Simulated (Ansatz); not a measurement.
## Two runs on C2H5GeNO

System: C2H5GeNO.
Method of the first run: RKS wB97M-V/def2-SVP (Ansatz 0.2.0).

The geometry comes from this level: PBE0-D4/def2-TZVP. Text and figures count atoms from 1; the logs count them from 0 in places.

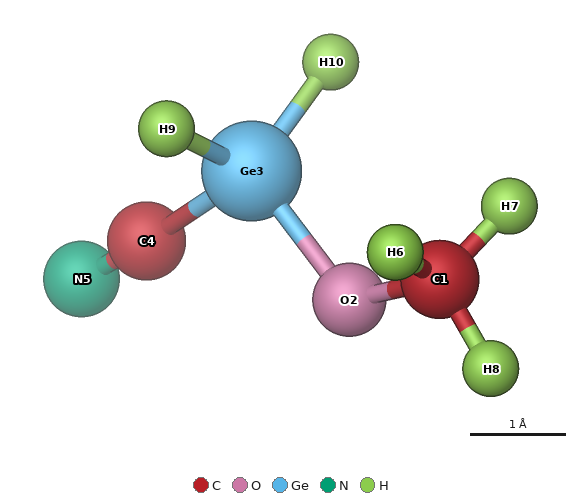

Figure 1. The input geometry (ball-and-stick view, seen at a tilt; atoms are numbered from 1 in the order of the input). Sticks mark near contacts.

### Input, the first run
```yaml
crystal:
  periodic: [false, false, false]
  atoms:
    - {symbol: C, position_ang: [-1.161287, 1.208098, 0.527716]}
    - {symbol: O, position_ang: [-0.626572, 0.311975, -0.421951]}
    - {symbol: Ge, position_ang: [0.794490, -0.630361, 0.035014]}
    - {symbol: C, position_ang: [1.154921, -1.686642, -1.526910]}
    - {symbol: N, position_ang: [1.407068, -2.338546, -2.441254]}
    - {symbol: H, position_ang: [-0.441386, 1.985819, 0.813069]}
    - {symbol: H, position_ang: [-1.498217, 0.693955, 1.436928]}
    - {symbol: H, position_ang: [-2.025278, 1.694990, 0.072273]}
    - {symbol: H, position_ang: [1.999007, 0.280804, 0.302927]}
    - {symbol: H, position_ang: [0.480455, -1.571093, 1.205188]}
basis:
  gaussian: {orbitals: def2-SVP}
hamiltonian: {xc: {name: wB97M-V}}
output: {orbitals: {seedname: orbitals}}
```

Hardware: 4 CPU threads, shared host.

### Output (the first run)
```
Functional definition: wB97M-V
  parameter omega = 0.3/bohr
  parameter cx = 0.15
  parameter cx01 = 1.007
  parameter cx10 = 0.259
  parameter css00 = 0.443
  parameter css04 = -1.437
  parameter css10 = -4.535
  parameter css20 = -3.390
  parameter css43 = 4.278
  parameter cos00 = 1.000
  parameter cos10 = 1.358
  parameter cos20 = 2.924
  parameter cos21 = -8.812
  parameter cos60 = -1.390
  parameter cos61 = 9.142
  parameter b = 6.0
  parameter c = 0.01
  gx(w, u) = 1 - cx + cx01*u + cx10*w
  gss(w, u) = css00 + css04*u^4 + css10*w + css20*w^2 + css43*w^4*u^3
  gos(w, u) = cos00 + cos10*w + (cos20 + cos21*u)*w^2 + (cos60 + cos61*u)*w^6
  exchange = spin_sum(e_x_unif_sr(omega)*gx(b97_w, b97_u_x)) + cx*exact_x_sr(omega) + exact_x_lr(omega)
  correlation = spin_sum(e_c_pw_mod_same_spin*gss(b97_w, b97_u_same))
      + integral(e_c_pw_mod_opposite_spin*gos(b97_w_opposite, b97_u_opposite)) + vv10(b, c)
1136 factors; integrals over basis functions are off by at most 1.4e-3 eV
291 factors; integrals over basis functions are off by at most 6.2e-6 eV
mean field evaluation 1: about -62187.8653 eV, gradient 5.1e1 eV
mean field evaluation 2: about -62185.5912 eV, gradient 6.5e1 eV
mean field evaluation 4: about -62193.2656 eV, gradient 3.1e0 eV
mean field evaluation 8: about -62193.3892 eV, gradient 2.3e-1 eV
mean field evaluation 16: about -62193.3893 eV, gradient 8.9e-5 eV
mean field -62193.38929246 eV, -2285.5649003047 hartree, gradient 3.5e-5 eV, S^2 0.000000; 0 other end points of the search recorded, 0 dependent functions left out
reference -62193.38933319 eV, -2285.5649018014 hartree; 32, 32 occupied and 81, 81 virtual orbitals, 1136 factors
Total energy: -62193.38933319 eV, -2285.5649018014 hartree
```

The input of the second run differs as follows (lines with − go, lines with + come):
```diff
-  gaussian: {orbitals: def2-SVP}
+  gaussian: {orbitals: "def2-QZVPP.json"}
```

What does this change do to the results?

The total energy of the second run is 357.4 kcal/mol lower, which measures the change of basis and not a stability. The HOMO goes from −10.70 to −10.89 eV. The LUMO goes from 1.35 to 0.84 eV. The basis functions go from 113 to 467.

### Output (the second run)
```
Functional definition: wB97M-V
  parameter omega = 0.3/bohr
  parameter cx = 0.15
  parameter cx01 = 1.007
  parameter cx10 = 0.259
  parameter css00 = 0.443
  parameter css04 = -1.437
  parameter css10 = -4.535
  parameter css20 = -3.390
  parameter css43 = 4.278
  parameter cos00 = 1.000
  parameter cos10 = 1.358
  parameter cos20 = 2.924
  parameter cos21 = -8.812
  parameter cos60 = -1.390
  parameter cos61 = 9.142
  parameter b = 6.0
  parameter c = 0.01
  gx(w, u) = 1 - cx + cx01*u + cx10*w
  gss(w, u) = css00 + css04*u^4 + css10*w + css20*w^2 + css43*w^4*u^3
  gos(w, u) = cos00 + cos10*w + (cos20 + cos21*u)*w^2 + (cos60 + cos61*u)*w^6
  exchange = spin_sum(e_x_unif_sr(omega)*gx(b97_w, b97_u_x)) + cx*exact_x_sr(omega) + exact_x_lr(omega)
  correlation = spin_sum(e_c_pw_mod_same_spin*gss(b97_w, b97_u_same))
      + integral(e_c_pw_mod_opposite_spin*gos(b97_w_opposite, b97_u_opposite)) + vv10(b, c)
1549 factors; their error is unknown
363 factors; integrals over basis functions are off by at most 1.1e-5 eV
mean field evaluation 1: about -62201.7814 eV, gradient 6.2e1 eV
mean field evaluation 2: about -62198.9349 eV, gradient 7.7e1 eV
mean field evaluation 4: about -62208.7828 eV, gradient 3.3e0 eV
mean field evaluation 8: about -62208.8077 eV, gradient 3.3e-1 eV
mean field evaluation 16: about -62208.8877 eV, gradient 5.0e-4 eV
mean field -62208.88765544 eV, -2286.1344546390 hartree, gradient 3.0e-5 eV, S^2 0.000000; 0 other end points of the search recorded, 0 dependent functions left out
reference -62208.88771938 eV, -2286.1344569885 hartree; 32, 32 occupied and 435, 435 virtual orbitals, 1549 factors
Total energy: -62208.88771938 eV, -2286.1344569885 hartree
```

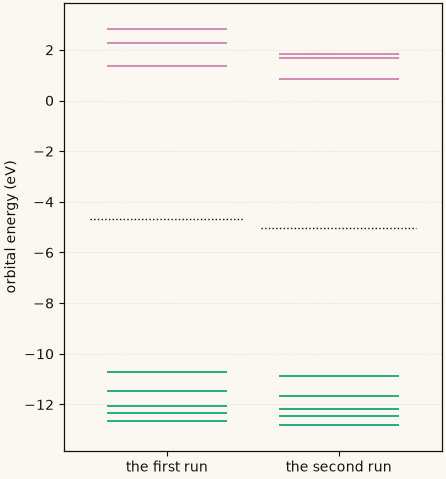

Figure 2. The five highest filled and three lowest empty orbital energies of the two runs; the dotted lines part filled from empty levels. The HOMO–LUMO gap is 12.05 eV in the first run and 11.73 eV in the second run.

### The two runs side by side

```csv
quantity,the first run,the second run
outcome,converged,converged
total energy (hartree),−2285.564902,−2286.134457
HOMO (eV),−10.70,−10.89
LUMO (eV),1.35,0.84
basis functions,113,467
wall time (shared host),3.8 s,16 s
```
